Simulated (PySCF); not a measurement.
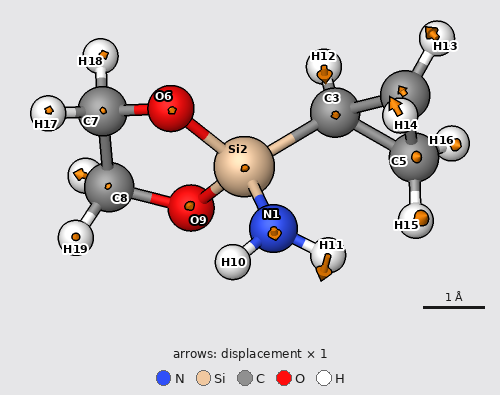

This is a relaxation of C$_{5}$H$_{11}$NO$_{2}$Si. The starting structure is drawn; orange arrows show the displacements, at their true length. The two geometries are superimposed by the best rigid fit.

A ball-and-stick model, seen from a free direction.

The start comes from GFN2-xTB.

Theory: PySCF 2.14.0, density-fitted response routines, PBE0-D3(BJ)/def2-SVP geometry optimisation, gas phase. 

Question: Describe the change and its energy.

Answer: The energy falls by 12.8 kJ/mol in 13 geometry steps. An H atom moves most after the best rigid fit: 0.57 Å. By element the largest moves are H 0.57 Å, N 0.30 Å, C 0.22 Å, O 0.18 Å, Si 0.13 Å. Near-neighbour distances that change, for instance: O–Si 1.646 → 1.682 Å, C–Si 1.870 → 1.842 Å, C–O 1.393 → 1.410 Å, C–H 1.080 → 1.093 Å. Among the angles between lasting bonds that change: Si–N–H 120.0° → 122.9°, Si–C–C 119.6° → 121.9°, N–Si–O 117.6° → 119.6°. Groups turn about C–Si by about 20°.
